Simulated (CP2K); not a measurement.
**C2H2ClF (1-chloro-2-fluoroethene) at AM1**

Aim: the energy difference between two shapes of C2H2ClF (1-chloro-2-fluoroethene) at AM1, from 2 runs. 

Program for the calculation: CP2K 2026.2.

2 further runs of the same task are left out: 2 set aside as unsound or not needed.

## Step 1: Starting point

The species is C2H2ClF (6 atoms), meant as a singlet with charge 0. SMILES: `F/C=C/Cl`. The shape is that of a GFN2-xTB optimisation.

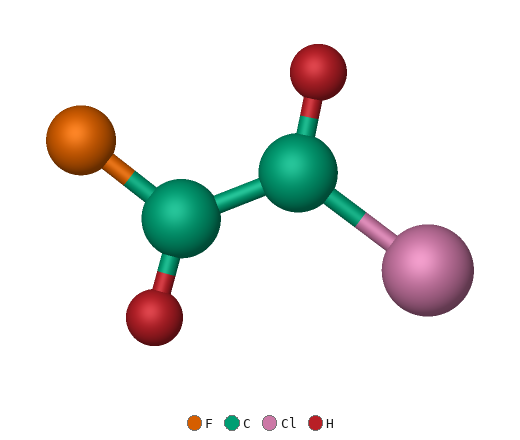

Viewed from a chosen angle; fluorine orange, carbon teal, chlorine pink, hydrogen red.

## Step 2: Energy and forces at AM1

Contents of molecule.inp:

```
&GLOBAL
  PROJECT_NAME molecule
  RUN_TYPE ENERGY_FORCE
  PRINT_LEVEL MEDIUM
&END GLOBAL
&FORCE_EVAL
  METHOD QUICKSTEP
  &DFT
    CHARGE 0
    MULTIPLICITY 1
    &QS
      METHOD AM1
      EPS_DEFAULT 1.0E-10
      &SE
        &COULOMB
          CUTOFF [angstrom] 50
          RC_RANGE [angstrom] 0
        &END COULOMB
        &EXCHANGE
          CUTOFF [angstrom] 50
          RC_RANGE [angstrom] 0
        &END EXCHANGE
      &END SE
    &END QS
    &POISSON
      PERIODIC NONE
      POISSON_SOLVER ANALYTIC
    &END POISSON
    # self-consistent field
    &SCF
      SCF_GUESS ATOMIC
      EPS_SCF 1.0E-07
      MAX_SCF 100
      ADDED_MOS 4
      &DIAGONALIZATION
        ALGORITHM STANDARD
      &END DIAGONALIZATION
      &MIXING
        METHOD DIRECT_P_MIXING
        ALPHA 0.4
      &END MIXING
    &END SCF
    # extra output
    &PRINT
      &MOMENTS
        PERIODIC F
        REFERENCE COM
        MAX_MOMENT 1
      &END MOMENTS
      &MO ON
        ENERGIES T
        OCCUPATION_NUMBERS T
        NDIGITS 6
        &EACH
          QS_SCF 0
        &END EACH
        ADD_LAST NUMERIC
      &END MO
      &HIRSHFELD OFF
      &END HIRSHFELD
    &END PRINT
  &END DFT
  # atoms, cell and kinds
  &SUBSYS
    # vacuum box
    &CELL
      ABC [angstrom] 19.7 17.1 18.6
      PERIODIC NONE
    &END CELL
    &COORD
      F     11.717720     8.392505     9.741730
      C     10.587660     8.366935     9.024980
      C      9.440870     8.741855     9.564850
      Cl     7.982280     8.720215     8.674100
      H     10.739270     8.020635     8.014010
      H      9.357660     9.079365    10.585990
    &END COORD
  &END SUBSYS
  # extra output
  &PRINT
    &FORCES ON
    &END FORCES
  &END PRINT
&END FORCE_EVAL
```

Run with:

```
$ OMP_NUM_THREADS=1 cp2k.psmp -i molecule.inp -o molecule.out
```

What it wrote:

```text
CP2K| version string:                                       CP2K version 2026.2
[...]
 GLOBAL| Method name                                                        CP2K
[...]
 GLOBAL| Run type                                                   ENERGY_FORCE
[...]
                             - Atoms:                                          6
[...]
                             - Spherical basis functions:                     18
[...]
 Number of electrons:                                                         24
[...]
     1 P_Mix/Diag. 0.40E+00    0.0     0.80560297       -37.3549229163 -3.74E+01
[...]
    17 DIIS/Diag.  0.57E-07    0.0     0.00000007       -41.9726148840 -3.84E-13
  *** SCF run converged in    17 steps ***
  Core-core repulsion energy [eV]:                           1357.61293437401991
  Core Hamiltonian energy [eV]:                             -1862.40410365864386
  Two-electron integral energy [eV]:                        -1274.68353157539673
  Electronic energy [eV]:                                   -2499.74586944634211
  Total energy [eV]:                                        -1142.13293507232220
  Atomic reference energy [eV]:                              1140.32942427930084
  Heat of formation [kcal/mol]:                               -41.58995020297719
[...]
 SE_DIPOLE| Moment [Debye]          0.07721130       0.09415869       0.34122067
 SE_DIPOLE| Derivative [a.u.]       0.00000000       0.00000000       0.00000000
 ENERGY| Total FORCE_EVAL ( QS ) energy [hartree]            -41.972614884014391
 FORCES| Atomic forces [hartree/bohr]
 FORCES|   Atom     x               y               z               |f|
 FORCES|      1  2.06092094E-02 -5.96649473E-04  9.77190329E-03   2.28163449E-02
 FORCES|      2  1.82248620E-02 -5.23144216E-03 -6.41144709E-03   2.00154999E-02
 FORCES|      3 -4.29789426E-02  6.04775444E-03 -5.05764461E-03   4.36960480E-02
 FORCES|      4  9.81623088E-03  6.25112093E-04  7.52736161E-03   1.23858922E-02
 FORCES|      5 -4.93867582E-05 -5.72348055E-03 -1.80977665E-02   1.89813019E-02
 FORCES|      6 -5.62197295E-03  4.87870564E-03  1.22675933E-02   1.43492925E-02
 FORCES| Sum    -1.94289029E-16  1.94289029E-16  6.66133815E-16
 FORCES| Total atomic force                                       7.20576653E-16
[...]
```

Run time: 0.88 s. Hardware: 1 thread of Intel Xeon 6975P-C (Granite Rapids), shared host; peak memory 0.19 GiB.

## Step 3: The distorted shape at the same level

Contents of mol.inp:

```
&GLOBAL
  PROJECT mol
  RUN_TYPE ENERGY_FORCE
  PRINT_LEVEL MEDIUM
&END
&FORCE_EVAL
  METHOD QUICKSTEP
  &DFT
    CHARGE 0
    MULTIPLICITY 1
    &QS
      METHOD AM1
      EPS_DEFAULT 1.0E-10
      &SE
        &COULOMB
          CUTOFF [angstrom] 50
          RC_RANGE [angstrom] 0
        &END
        &EXCHANGE
          CUTOFF [angstrom] 50
          RC_RANGE [angstrom] 0
        &END
      &END
    &END
    &POISSON
      PERIODIC NONE
      POISSON_SOLVER ANALYTIC
    &END
    &SCF
      SCF_GUESS ATOMIC
      EPS_SCF 1.0E-07
      MAX_SCF 100
      ADDED_MOS 4
      &DIAGONALIZATION
        ALGORITHM STANDARD
      &END
      &MIXING
        METHOD DIRECT_P_MIXING
        ALPHA 0.4
      &END
    &END
    &PRINT
      &MOMENTS
        PERIODIC F
        REFERENCE COM
        MAX_MOMENT 1
      &END
      &MO ON
        ENERGIES T
        OCCUPATION_NUMBERS T
        NDIGITS 6
        &EACH
          QS_SCF 0
        &END
        ADD_LAST NUMERIC
      &END
      &HIRSHFELD OFF
      &END
    &END
  &END
  &SUBSYS
    &CELL
      ABC [angstrom] 19.7 17.1 18.6
      PERIODIC NONE
    &END
    &COORD
      F     11.700265     8.378182     9.785446
      C     10.614283     8.339520     9.060999
      C      9.412951     8.747899     9.544976
      Cl     7.999735     8.804235     8.577905
      H     10.688989     8.001582     8.002859
      H      9.357301     9.098418    10.597141
    &END
  &END
  &PRINT
    &FORCES ON
    &END
  &END
&END
```

Run with:

```
$ OMP_NUM_THREADS=1 cp2k.psmp -i mol.inp -o mol.out
```

What it wrote:

```text
CP2K| version string:                                       CP2K version 2026.2
[...]
 GLOBAL| Method name                                                        CP2K
[...]
 GLOBAL| Run type                                                   ENERGY_FORCE
[...]
                             - Atoms:                                          6
[...]
                             - Spherical basis functions:                     18
[...]
 Number of electrons:                                                         24
[...]
     1 P_Mix/Diag. 0.40E+00    0.0     0.78107462       -37.3784161649 -3.74E+01
[...]
    18 DIIS/Diag.  0.46E-07    0.0     0.00000009       -41.9702864430 -1.14E-13
  *** SCF run converged in    18 steps ***
  Core-core repulsion energy [eV]:                           1352.14560755751518
  Core Hamiltonian energy [eV]:                             -1860.40898245190033
  Two-electron integral energy [eV]:                        -1267.61240014912164
  Electronic energy [eV]:                                   -2494.21518252646138
  Total energy [eV]:                                        -1142.06957496894597
  Atomic reference energy [eV]:                              1140.32942427930084
  Heat of formation [kcal/mol]:                               -40.12883139267375
[...]
 SE_DIPOLE| Moment [Debye]         -0.06486459       0.11968610       0.31956978
 SE_DIPOLE| Derivative [a.u.]       0.00000000       0.00000000       0.00000000
 ENERGY| Total FORCE_EVAL ( QS ) energy [hartree]            -41.970286442957871
 FORCES| Atomic forces [hartree/bohr]
 FORCES|   Atom     x               y               z               |f|
 FORCES|      1  4.35605546E-02 -3.02740695E-03  2.34072557E-02   4.95437860E-02
 FORCES|      2 -5.92656043E-02  4.45444779E-03 -3.43681728E-02   6.86543899E-02
 FORCES|      3  1.68172630E-04  2.99831263E-03  2.40474828E-04   3.01263818E-03
 FORCES|      4  1.76624012E-02 -1.81512931E-03  1.43869040E-02   2.28525298E-02
 FORCES|      5  7.89310426E-03 -1.08641454E-03  5.43648369E-03   9.64555579E-03
 FORCES|      6 -1.00186284E-02 -1.52380963E-03 -9.10294543E-03   1.36219869E-02
 FORCES| Sum     2.08166817E-16  0.00000000E+00  7.77156117E-16
 FORCES| Total atomic force                                       8.04552704E-16
[...]
```

Run time: 0.84 s. Hardware: 1 thread of Intel Xeon 6975P-C (Granite Rapids), shared host; peak memory 0.19 GiB.

## Step 4: Summary of results

Level: AM1.

| quantity | value |
| --- | --- |
| first shape: total energy | -41.97261 Eh |
| first shape: dipole moment | 0.36 D |
| first shape: HOMO energy | -10.14 eV |
| first shape: LUMO energy | 0.41 eV |
| first shape: HOMO–LUMO gap | 10.56 eV |
| first shape: heat of formation at this unrelaxed shape | -41.6 kcal/mol |
| first shape: largest force on an atom | 2.247 eV/Å |
| distorted shape: total energy | -41.97029 Eh |
| distorted shape: dipole moment | 0.35 D |
| distorted shape: HOMO energy | -9.89 eV |
| distorted shape: LUMO energy | 0.37 eV |
| distorted shape: HOMO–LUMO gap | 10.26 eV |
| distorted shape: heat of formation at this unrelaxed shape | -40.1 kcal/mol |
| distorted shape: largest force on an atom | 3.530 eV/Å |
| energy change with the atoms displaced | 0.063 eV |

In words: With the atoms displaced the energy rises by 0.06 eV (6.1 kJ/mol). The first shape isn't relaxed at this level, so the change isn't measured from a minimum. The largest force (first shape) is 2.25 eV/Å: the shape isn't a stationary point for this species at this level.
